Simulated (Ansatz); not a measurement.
# wB97X/6-31G(d) (spherical functions) run of C2HClF4 (SMILES FC(Cl)C(F)(F)F)

Aim: the vertical singlet–triplet gap of C2HClF4 at wB97X/6-31G* (spherical functions), from 2 runs. 

The results are computed with Ansatz 0.2.0.

53 further runs of the same task are left out: 53 set aside as unsound or not needed. Runs told in other sessions of the task aren't counted.

### 1 The system as given

The species is C2HClF4 (8 atoms), meant as a singlet with charge 0. As SMILES, `FC(Cl)C(F)(F)F`. Geometry: relaxed at PBE0-D4/def2-TZVP.

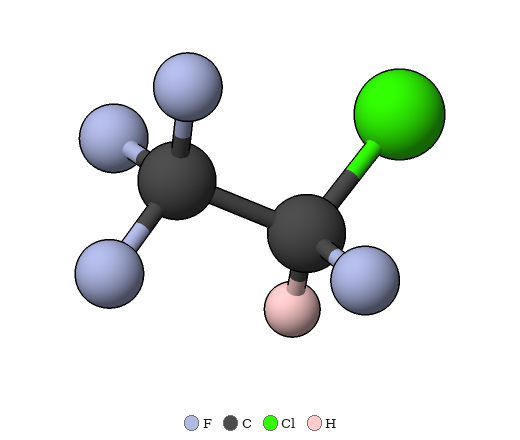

The structure, seen from a chosen angle (fluorine light blue, carbon dark grey, chlorine green, hydrogen pink).

### 2 A single-point energy at wB97X/6-31G(d) (spherical functions)

input.yaml reads:

```yaml
crystal:
  periodic: [false, false, false]
  atoms:
    - symbol: F
      position_ang: [-1.009760, -0.997300, 1.034070]
    - symbol: C
      position_ang: [-0.026700, -0.752310, 0.143750]
    - symbol: Cl
      position_ang: [1.532940, -1.198140, 0.813200]
    - symbol: C
      position_ang: [-0.058240, 0.737850, -0.214790]
    - symbol: F
      position_ang: [0.860470, 1.007860, -1.137810]
    - symbol: F
      position_ang: [0.152480, 1.509050, 0.841250]
    - symbol: F
      position_ang: [-1.256040, 1.034230, -0.720280]
    - symbol: H
      position_ang: [-0.195140, -1.341240, -0.759390]
basis:
  gaussian: {orbitals: 6-31G_st_-spherical.json}
hamiltonian: {xc: {name: wB97X}}
accuracy: high
output: {orbitals: {seedname: orbitals}}
```

The basis set 6-31G* is read from a file made from the Basis Set Exchange's data (not shown).

Run with:

```bash
ansatz run input.yaml --threads 1 --pin off --max-ram 3480MiB --events-out events.jsonl --progress --plain --runs-dir runs
```

The log of the run:

```text
Warning: RAYON_NUM_THREADS=1 ignored (pool sized by the plan → 1); use --threads N
Functional definition: wB97X
  name "wB97X"
  parameter omega = 0.3/bohr
  parameter cx = 0.157706
  parameter cx1 = 0.726479
  parameter cx2 = 1.04760
  parameter cx3 = -5.70635
  parameter cx4 = 13.2794
  parameter css1 = -4.33879
  parameter css2 = 18.2308
  parameter css3 = -31.7430
  parameter css4 = 17.2901
  parameter cos1 = 2.37031
  parameter cos2 = -11.3995
  parameter cos3 = 6.58405
  parameter cos4 = -3.78132
  exchange = spin_sum(e_x_unif_sr(omega)*poly(b97_u_x, 1 - cx, cx1, cx2, cx3, cx4)) + cx*exact_x_sr(omega)
      + exact_x_lr(omega)
  correlation = spin_sum(e_c_pw_same_spin*poly(b97_u_same, 1, css1, css2, css3, css4))
      + integral(e_c_pw_opposite_spin*poly(b97_u_opposite, 1, cos1, cos2, cos3, cos4))
2392 factors; integrals over basis functions are off by at most 4.2e-9 eV
361 factors; integrals over basis functions are off by at most 1.8e-9 eV
mean field evaluation 1: about -25472.3091 eV, gradient 4.9e1 eV
mean field evaluation 2: about -25472.1059 eV, gradient 5.4e1 eV
mean field evaluation 4: about -25476.3960 eV, gradient 1.1e0 eV
mean field evaluation 8: about -25476.5788 eV, gradient 1.1e-1 eV
mean field evaluation 16: about -25476.5788 eV, gradient 5.9e-5 eV
mean field -25476.57881114 eV, -936.2470026640 hartree, gradient 4.4e-8 eV, S^2 0.000000; 0 other end points of the search recorded, 0 dependent functions left out
reference -25476.57880948 eV, -936.2470026031 hartree; 33, 33 occupied and 71, 71 virtual orbitals, 2392 factors
Total energy: -25476.57880948 eV, -936.2470026031 hartree
```

It took 25 s on 1 thread of Intel Xeon Platinum 8488C (Sapphire Rapids), shared host; peak memory 0.69 GiB.

### 3 The triplet, same level

job.yaml reads:

```yaml
crystal:
  periodic: [false, false, false]
  atoms:
    - symbol: F
      position_ang: [-1.009760, -0.997300, 1.034070]
    - symbol: C
      position_ang: [-0.026700, -0.752310, 0.143750]
    - symbol: Cl
      position_ang: [1.532940, -1.198140, 0.813200]
    - symbol: C
      position_ang: [-0.058240, 0.737850, -0.214790]
    - symbol: F
      position_ang: [0.860470, 1.007860, -1.137810]
    - symbol: F
      position_ang: [0.152480, 1.509050, 0.841250]
    - symbol: F
      position_ang: [-1.256040, 1.034230, -0.720280]
    - symbol: H
      position_ang: [-0.195140, -1.341240, -0.759390]
basis:
  gaussian:
    orbitals: 6-31G_st_-spherical.json
magnetization:
  spin_polarized: true
  initial_magnetization: 2
hamiltonian:
  xc: {name: wB97X}
accuracy: high
output:
  orbitals: {seedname: orbitals}
```

The basis set 6-31G* is read from a file made from the Basis Set Exchange's data (not shown).

Run with:

```bash
ansatz run job.yaml --threads 1 --pin off --max-ram 3480MiB --events-out events.jsonl --progress --plain --runs-dir runs
```

The log of the run (excerpt; [...] marks lines left out):

```text
Warning: RAYON_NUM_THREADS=1 ignored (pool sized by the plan → 1); use --threads N
Functional definition: wB97X
  name "wB97X"
[...]
      + exact_x_lr(omega)
[...]
      + integral(e_c_pw_opposite_spin*poly(b97_u_opposite, 1, cos1, cos2, cos3, cos4))
2391 factors; integrals over basis functions are off by at most 4.2e-9 eV
361 factors; integrals over basis functions are off by at most 1.8e-9 eV
[...]
mean field -25469.17937603 eV, -935.9750784391 hartree, gradient 7.6e-8 eV, S^2 2.004505; 2 other end points of the search recorded, 0 dependent functions left out
reference -25469.17937461 eV, -935.9750783872 hartree; 34, 32 occupied and 70, 72 virtual orbitals, 2391 factors
Total energy: -25469.17937461 eV, -935.9750783872 hartree
```

Run time: 2.5 min. Hardware: 1 thread of Intel Xeon Platinum 8488C (Sapphire Rapids), shared host; peak memory 1.2 GiB.

### 4 What came out

At wB97X/6-31G* (spherical functions):

| quantity | value |
| --- | --- |
| singlet: total energy | -936.24700 Eh |
| singlet: HOMO energy | -11.78 eV |
| singlet: LUMO energy | 2.83 eV |
| singlet: HOMO–LUMO gap | 14.61 eV |
| triplet: total energy | -935.97508 Eh |
| triplet: HOMO energy (highest over α and β) | -4.56 eV |
| triplet: ⟨S²⟩ | 2.005 |
| vertical energy of the triplet above the singlet | 7.399 eV |

In words: At this shape the triplet lies 7.40 eV (171 kcal/mol) above the singlet.
